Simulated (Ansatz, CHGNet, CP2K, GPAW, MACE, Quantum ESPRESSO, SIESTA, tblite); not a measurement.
# Running glassy 86SiO2-5SrO-5ZnO-5MgO (mol %) (63 atoms) with GPAW, part 2 of 2

How do the settings of GPAW change the result for glassy 86SiO2-5SrO-5ZnO-5MgO (mol %) (63 atoms)? A plane-wave run serves as the yardstick.

Program: GPAW 26.7.0; the method stands at each step. Banners, paths, timers and routine set-up lines are dropped from the logs unmarked, and long logs keep their key lines alone; longer cuts are marked.

So far. Step 3 (PBE, LCAO sz(dzp), h 0.18 Å): Against the first run (15 %), the force difference from the reference is 41 %, at 0.40 times the CPU time, with 270 basis functions against 849: the smaller basis costs accuracy. Step 4 (PBE, LCAO dzp, h 0.25 Å): Against the first run (15 %), the force difference from the reference is 16 %, at 0.60 times the CPU time.

### 5. PBE, LCAO szp(dzp), h 0.18 Å

Method: Kohn-Sham DFT, PBE, PAW, atomic orbitals (szp(dzp)).

run.py

```python
import numpy as np
from ase.io import read
from gpaw import GPAW, FermiDirac

atoms = read("structure.xyz")
atoms.calc = GPAW(
    mode="lcao",
    basis="szp(dzp)",
    h=0.18,
    xc="PBE",
    kpts={"size": (1, 1, 1), "gamma": True},
    occupations=FermiDirac(0.05),
    maxiter=200,
    symmetry={"point_group": False},
    txt="gpaw.txt",
)
energy = atoms.get_potential_energy(force_consistent=True)
forces = atoms.get_forces()
print(f"energy {energy:.6f} eV")
print("forces (eV/A)")
for i, (a, f) in enumerate(zip(atoms, forces)):
    print(f"{i:4d} {a.symbol:2s} {f[0]:10.5f} {f[1]:10.5f} {f[2]:10.5f}")
print(f"Fermi level {atoms.calc.get_fermi_level():.4f} eV")
for k in range(len(atoms.calc.get_ibz_k_points())):
    for s in range(atoms.calc.get_number_of_spins()):
        e = atoms.calc.get_eigenvalues(kpt=k, spin=s)
        n = np.searchsorted(e, atoms.calc.get_fermi_level())
        print(f"k {k} spin {s} levels about the Fermi level:", np.round(e[max(n - 6, 0):n], 4).tolist(), "|", np.round(e[n:n + 6], 4).tolist())
```

structure.xyz

```xyz
63
Lattice="9.65803 0.00000 0.00000 0.00000 9.65803 0.00000 0.00000 0.00000 9.65803" Properties=species:S:1:pos:R:3 pbc="T T T"
[... 63 atom lines left out: the same atoms as in the first run ...]
```

On the command line:

```sh
$ OMP_NUM_THREADS=1 python run.py > output.txt
```

The program printed:

```text
energy -408.171167 eV
forces (eV/A)
   0 Si    0.52258   -0.36498   -3.30467
   1 Si   -3.28356   -6.29129   -0.68824
   2 Si   -4.78535    2.48050    5.01603
   3 Si    2.57073   -4.07544   -6.54169
   4 Si    4.08768   -0.02030   -1.67900
   5 Si    1.16548   -2.77629    5.39277
[...]
60 O     0.79195   -2.94360   -0.23093
  61 O    -1.86661   -1.21209    0.68089
  62 O    -1.91555   -0.43411    0.36629
Fermi level 4.1509 eV
k 0 spin 0 levels about the Fermi level: [2.1855, 2.2385, 2.3056, 2.3731, 2.6637, 3.1158] | [5.1843, 6.102, 6.7538, 7.0682, 7.1711, 7.5726]
```

gpaw.txt:

```text
Input parameters:
  mode=LCAO(),
  basis={'default': 'szp(dzp)'},
  h=0.18,
  kpts=MonkhorstPack(size=(1, 1, 1), gamma=True),
  maxiter=200,
  occupations=Occupations(name='fermi-dirac', width=0.05, fixmagmom=False),
[... lines left out ...]
  Fermi-Dirac:
[... lines left out ...]
convergence criteria:
- Maximum [total energy] change in last 3 cyles: 0.0005 eV / valence electron
[... lines left out ...]
Converged in 9 steps
[... lines left out ...]
  Free energy:    -408.171167
[... lines left out ...]
Fermi level: 4.151
[... lines left out ...]
|        ... |               |           |
|        216 |        11.194 |     0.000 |
Gap: 2.069 eV
Transition (v -> c):
  (s=0, k=0, n=176, [0.00, 0.00, 0.00]) -> (s=0, k=0, n=177, [0.00, 0.00, 0.00])
No difference between direct/indirect transitions
Force computation time: 13.176  # s
timing:  # [seconds]
  Total:  72.858  # ━━━━━━━━━━━━━━━━━━━━━━━━━━━━━━━━━━━━━━━━━━━━━━━━━━━━━━━━━
  Init:    7.332  # ━━━━━╸
  SCF:    52.323  # ━━━━━━━━━━━━━━━━━━━━━━━━━━━━━━━━━━━━━━━━━
  Forces: 13.176  # ━━━━━━━━━━╸
```

Wall time 74 s (1 thread of Arm Neoverse V1, shared host); peak memory 1.1 GiB.

Against the reference:

| Item | Value |
| --- | --- |
| r.m.s. force component | 2.876 eV/Å |
| r.m.s. difference of force components | 389.6 meV/Å |
| longest difference of force vectors | 1829 meV/Å |
| force difference over r.m.s. force | 14.81 % |
| slope of forces against the reference's | 1.087 |
| correlation of force components | 0.994 |
| gap (highest filled to lowest empty level) | 2.068 eV |
| gap difference | -0.4092 eV |

This is a coarse setting, run to see what it loses.

Against the first run (15 %), the force difference from the reference is 15 %, at 0.77 times the CPU time, with 579 basis functions against 849: size alone doesn't set the difference here.

The forces add up to 0.53 eV/Å instead of zero, usually a sign of too coarse a grid.

### 6. The ladder

Differences are against the plane-wave reference, forces as r.m.s. over components; share is that over the reference's r.m.s. force, slope the least-squares factor from reference forces to these. Total energies of different programs have different zeros and aren't compared.

| run | Δ force, r.m.s. (meV/Å) | share (%) | slope | Δ gap (eV) | cores | CPU time | memory (GiB) |
| --- | --- | --- | --- | --- | --- | --- | --- |
| reference | - | - | - | - | 4 | 31 s | 1.0 |
| GPAW PBE, LCAO dzp, h 0.18 Å | 398 | 15.1 | 1.100 | -0.208 | 1 | 96 s | 1.1 |
| GPAW PBE, LCAO sz(dzp), h 0.18 Å (coarse) | 1072 | 40.8 | 1.211 | -0.507 | 1 | 38 s | 0.9 |
| GPAW PBE, LCAO dzp, h 0.25 Å (coarse) | 416 | 15.8 | 1.100 | -0.215 | 1 | 57 s | 0.67 |
| GPAW PBE, LCAO szp(dzp), h 0.18 Å (coarse) | 390 | 14.8 | 1.087 | -0.409 | 1 | 74 s | 1.1 |

Rows marked coarse were listed beforehand as settings not expected to be converged; some can still land near the reference.

CPU time is summed over cores on a shared host, where runs went side by side, so it is rough. Symmetry, cutoffs, thresholds, outputs and thread counts weren't matched or tuned between programs; memory under MPI is the largest rank's times the ranks.

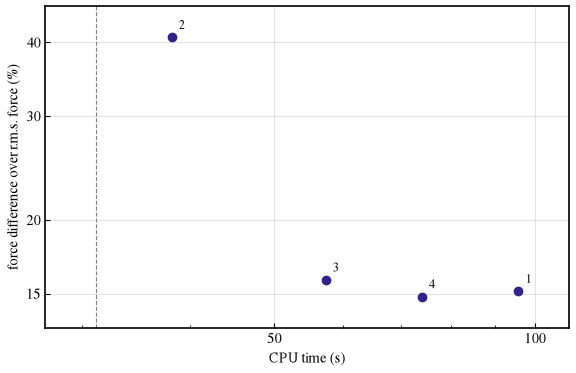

Force difference against CPU time; the dashed line marks the reference's time. Points: 1 GPAW PBE, LCAO dzp, h 0.18 Å; 2 GPAW PBE, LCAO sz(dzp), h 0.18 Å; 3 GPAW PBE, LCAO dzp, h 0.25 Å; 4 GPAW PBE, LCAO szp(dzp), h 0.18 Å.

Within one program, basis, potentials and functional, energies share a zero. Each run against its twin at the usual cutoff or grid and solver:

| run | twin | Δ energy (meV/atom) | Δ force, r.m.s. (meV/Å) | CPU time over the twin's |
| --- | --- | --- | --- | --- |
| GPAW PBE, LCAO dzp, h 0.25 Å | LCAO dzp, h 0.18 Å | 282 | 144 | 0.6 |

A second geometry, displaced anew (every atom was moved at random, 0.08 Å r.m.s. a Cartesian component), gives an energy difference that all programs can be tested on. The reference puts it at 214.4 meV/atom.

| run | energy less the first geometry's (meV/atom) | error (meV/atom) | force share at the second geometry (%) |
| --- | --- | --- | --- |
| GPAW PBE, LCAO dzp, h 0.18 Å | 231.8 | 17.4 | 11.9 |
| GPAW PBE, LCAO sz(dzp), h 0.18 Å | 237.7 | 23.4 | 26.2 |
| GPAW PBE, LCAO dzp, h 0.25 Å | 233.0 | 18.7 | 12.1 |
| GPAW PBE, LCAO szp(dzp), h 0.18 Å | 224.8 | 10.4 | 10.3 |

### 7. Summary of results

- nearest in forces: a tie at 15 % of 2 runs: GPAW PBE, LCAO dzp, h 0.18 Å; GPAW PBE, LCAO szp(dzp), h 0.18 Å (coarse)

In words: The PBE run in local orbitals, coarse settings apart, differs by 15 % (GPAW PBE, LCAO dzp, h 0.18 Å); basis, grid and potentials can all enter. Runs with settings chosen to be coarse differ by 15 % (GPAW PBE, LCAO szp(dzp), h 0.18 Å) to 41 % (GPAW PBE, LCAO sz(dzp), h 0.18 Å), their programs' other errors included. None of the electronic-structure runs in the table takes under half the reference's CPU time of 31 s; they take 1.2 to 3.1 times as much. GPAW PBE, LCAO sz(dzp), h 0.18 Å stiffens the forces by a factor of 1.21 while following their directions (correlation 0.961); the slopes of the 4 GPAW runs lie between 1.09 and 1.21. At the same functional, gaps differ from the reference's 2.48 eV by between -0.51 and -0.21 eV. The energy difference between the two geometries, 214 meV/atom in the reference, is met best by GPAW PBE, LCAO szp(dzp), h 0.18 Å (coarse) (+10.4) and worst by GPAW PBE, LCAO sz(dzp), h 0.18 Å (coarse) (+23.4). Forces of 2.6 eV/Å r.m.s. are well above thermal ones: they come largely from the bond lengths of the classical model and from the random displacements, and they dominate the comparison. The quench rate of 50 K/ps is many orders above laboratory rates, so the cell is likely richer in defects and strain than a real sample. The network of bonds at the start is that of the classical potential that made the cell, and needn't be the one that DFT or experiment would give. The electronic-structure runs sample only Γ, in a cell whose shortest periodic width is 10 Å.

[Also dropped from logs without a mark: logging warnings of Python, and SIESTA's first energy breakdown and zero terms.]

[Logs are printed without paths, hosts, clocks, repeated set-up lines and the standing remarks that a program may print on its own settings, such as how far it seeks lower states.]

[Hosts, paths, dates, database ids (printed as entryN), source tags and the programs' standing remarks are cut or masked in the printed files.]
